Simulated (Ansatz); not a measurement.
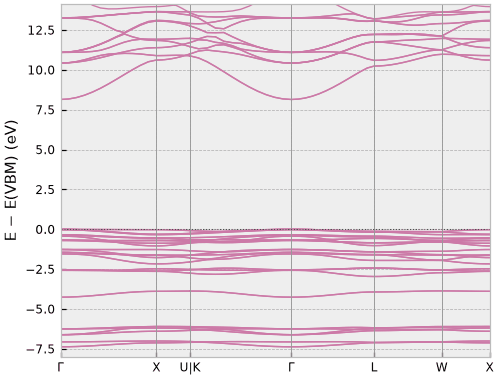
Figure: Band structure from plane-wave PAW r²SCAN with spin–orbit coupling (Ansatz code)

Task: Read off the gap and where the band edges lie.

Result: About 8.1 eV (8.14 eV by a search for the band edges); maximum at Γ, minimum at Γ.

The material is Rb$_{2}$NaAlF$_{6}$ in space group Fm-3m (No. 225; Rb on 8c, Na on 4b, Al on 4a, F on 24e).

The first step of the workflow began from a Materials Project structure, measured or hypothetical; the Crystallography Open Database copy checked does not list it. Its standing as an ambient phase is unchecked. The cell was relaxed with r²SCAN under the symmetry of its start; whether a distortion lowers the energy is not shown.

Potentials: the later of the program's two PAW sets.
